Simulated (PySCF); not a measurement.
# [NH3]+ (SMILES [NH3+]): UCCSD(T)/SBKJC (core potential)

What is the energy change on altering one bond length of [NH3]+ at UCCSD(T)/SBKJC (core potential)? The job is set up through a Python script.

The calculation is run with PySCF 2.14.0.

12 further runs of the same task are left out: 1 that didn't finish, 11 set aside as unsound or not needed.

### 1 The system as given

[NH3]+: 4 atoms, total charge +1, spin state doublet. As SMILES, `[NH3+]`. Geometry: relaxed at GFN2-xTB.

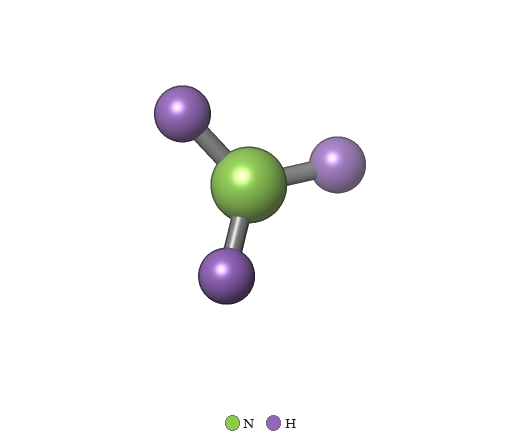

Viewed from a chosen angle; nitrogen green, hydrogen purple.

### 2 A single-point energy at UCCSD(T)/SBKJC (core potential)

Contents of start.xyz:

```xyz
4

N      0.000140    -0.000820    -0.000330
H      0.510700    -0.238750     0.859300
H     -0.995460    -0.239520    -0.089810
H      0.484620     0.479080    -0.769160
```

Contents of job.py:

```python
# [NH3+]
from pyscf import gto, scf, cc

system = gto.M(
    atom='start.xyz',
    ecp={'N': 'sbkjc'},
    basis='sbkjc',
    verbose=4,
    max_memory=1860,
    spin=1,
    charge=1,
)

mf = scf.UHF(system)
mf.conv_tol = 1e-10
mf.kernel()
if not mf.converged:
    mf = mf.newton().run(mf.mo_coeff, mf.mo_occ)

mycc = cc.CCSD(mf)
mycc.kernel()
e_t = mycc.ccsd_t()
energy = mycc.e_tot + e_t
print('Final energy', energy)
```

Command:

```
$ OMP_NUM_THREADS=1 python job.py
```

Standard output:

```text
PySCF version 2.14.0

[INPUT] num. atoms = 4
[INPUT] num. electrons = 7
[INPUT] charge = 1
[INPUT] spin (= nelec alpha-beta = 2S) = 1
[INPUT] symmetry False subgroup None
[INPUT] Mole.unit = angstrom
[INPUT] Symbol           X                Y                Z      unit          X                Y                Z       unit  Magmom
[INPUT]  1 N      0.000140000000  -0.000820000000  -0.000330000000 AA    0.000264561657  -0.001549575422  -0.000623609621 Bohr   0.0
[INPUT]  2 H      0.510700000000  -0.238750000000   0.859300000000 AA    0.965083131815  -0.451172112240   1.623841658839 Bohr   0.0
[INPUT]  3 H     -0.995460000000  -0.239520000000  -0.089810000000 AA   -1.881146767960  -0.452627201356  -0.169716303247 Bohr   0.0
[INPUT]  4 H      0.484620000000   0.479080000000  -0.769160000000 AA    0.915799074487   0.905329991757  -1.453501745970 Bohr   0.0

nuclear repulsion = 8.61547113591392
number of shells = 10
number of NR pGTOs = 25
number of NR cGTOs = 14
basis = sbkjc
ecp = {'N': 'sbkjc'}

[... 57 lines left out ...]
converged SCF energy = -11.0888075854654  <S^2> = 0.76099611  2S+1 = 2.010966
[... 1 line left out ...]
******** <class 'pyscf.cc.uccsd.UCCSD'> ********
CC2 = 0
CCSD nocc = (np.int64(4), np.int64(3)), nmo = (14, 14)
max_cycle = 50
direct = 0
conv_tol = 1e-07
conv_tol_normt = 1e-06
diis_space = 6
diis_start_cycle = 0
diis_start_energy_diff = 1e+09
Init t2, MP2 energy = -0.0749091509597063
Init E_corr(UCCSD) = -0.0749091509598226
cycle = 1  E_corr(UCCSD) = -0.0858654495952851  dE = -0.0109562986  norm(t1,t2) = 0.0368797
cycle = 2  E_corr(UCCSD) = -0.0891143632198935  dE = -0.00324891362  norm(t1,t2) = 0.0158685
cycle = 3  E_corr(UCCSD) = -0.0915147754510889  dE = -0.00240041223  norm(t1,t2) = 0.00865151
cycle = 4  E_corr(UCCSD) = -0.091609000920032  dE = -9.42254689e-05  norm(t1,t2) = 0.00267886
cycle = 5  E_corr(UCCSD) = -0.0916424117415719  dE = -3.34108215e-05  norm(t1,t2) = 0.000532454
cycle = 6  E_corr(UCCSD) = -0.091640879340251  dE = 1.53240132e-06  norm(t1,t2) = 9.34017e-05
cycle = 7  E_corr(UCCSD) = -0.0916407867572271  dE = 9.25830239e-08  norm(t1,t2) = 2.18623e-05
cycle = 8  E_corr(UCCSD) = -0.0916408866250401  dE = -9.9867813e-08  norm(t1,t2) = 4.73293e-06
cycle = 9  E_corr(UCCSD) = -0.0916409212912415  dE = -3.46662014e-08  norm(t1,t2) = 1.22867e-06
cycle = 10  E_corr(UCCSD) = -0.0916409205342467  dE = 7.56994772e-10  norm(t1,t2) = 2.1413e-07
UCCSD converged
E(UCCSD) = -11.18044850599963  E_corr = -0.09164092053424672
UCCSD(T) correction = -0.000813322694503938
Final energy -11.18126182869413
```

It took 0.93 s on 1 thread of Intel Xeon Platinum 8259CL at 2.50GHz (Skylake/Cascade Lake), shared host; peak memory 0.12 GiB.

### 3 The distorted shape at the same level

Contents of input.py:

```python
from pyscf import gto, scf, cc

mol = gto.M(
    atom='''
N    0.796628   0.190142   0.071255
H    1.307188  -0.047788   0.930885
H   -0.995460  -0.239520  -0.089810
H    1.281108   0.670042  -0.697575
''',
    basis='sbkjc',
    verbose=3,
    charge=1,
    max_memory=1860,
    spin=1,
    ecp={'N': 'sbkjc'},
)

mf = scf.UHF(mol)
mf.conv_tol = 1e-10
mf.kernel()
if not mf.converged:
    mf = mf.newton().run(mf.mo_coeff, mf.mo_occ)

mycc = cc.CCSD(mf)
mycc.kernel()
e_t = mycc.ccsd_t()
e_final = mycc.e_tot + e_t
print('E(%s) = %.9f' % ('CCSD(T)', e_final))
```

Command:

```
$ OMP_NUM_THREADS=1 python input.py
```

Standard output:

```text
SCF not converged.
SCF energy = -10.9267393763064 after 50 cycles  <S^2> = 0.92306133  2S+1 = 2.1661591
converged SCF energy = -10.953479216582  <S^2> = 1.2424208  2S+1 = 2.4432935
E(UCCSD) = -11.05392267791602  E_corr = -0.1004434613340021
UCCSD(T) correction = -0.00167112156999776
E(CCSD(T)) = -11.055593799
```

It took 1.2 s on 1 thread of Intel Xeon Platinum 8259CL at 2.50GHz (Skylake/Cascade Lake), shared host; peak memory 0.12 GiB.

### 4 What came out

At UCCSD(T)/SBKJC (core potential):

```
                                                                   quantity         value
                                                  first shape: total energy  -11.18126 Eh
    first shape: HOMO energy (Hartree–Fock orbitals) (highest over α and β)     -24.94 eV
     first shape: LUMO energy (Hartree–Fock orbitals) (lowest over α and β)      -6.65 eV
                                            first shape: correlation energy     -92.5 mEh
                                                first shape: (T) correction     -0.81 mEh
                             first shape: ⟨S²⟩ of the reference determinant         0.761
                                                 first shape: T1 diagnostic         0.008
                                              distorted shape: total energy  -11.05559 Eh
distorted shape: HOMO energy (Hartree–Fock orbitals) (highest over α and β)     -21.00 eV
 distorted shape: LUMO energy (Hartree–Fock orbitals) (lowest over α and β)      -6.80 eV
                                        distorted shape: correlation energy    -102.1 mEh
                                            distorted shape: (T) correction     -1.67 mEh
                         distorted shape: ⟨S²⟩ of the reference determinant         1.242
                                             distorted shape: T1 diagnostic         0.081
          energy change with the N1–H3 bond stretched from 1.028 to 1.850 Å      3.420 eV
```

**Reading.** With the N1–H3 bond stretched from 1.028 to 1.850 Å the energy rises by 3.42 eV (79 kcal/mol). The first shape isn't relaxed at this level, so the change isn't measured from a minimum. The triples (first shape) make up 0.9 % of the correlation energy. ⟨S²⟩ (distorted shape) is 1.24 where a pure doublet has 0.75: the reference is spin-contaminated. The T1 diagnostic (distorted shape) of 0.081 is above the customary mark for such species, so a single reference may not serve. The triples (distorted shape) make up 1.6 % of the correlation energy.
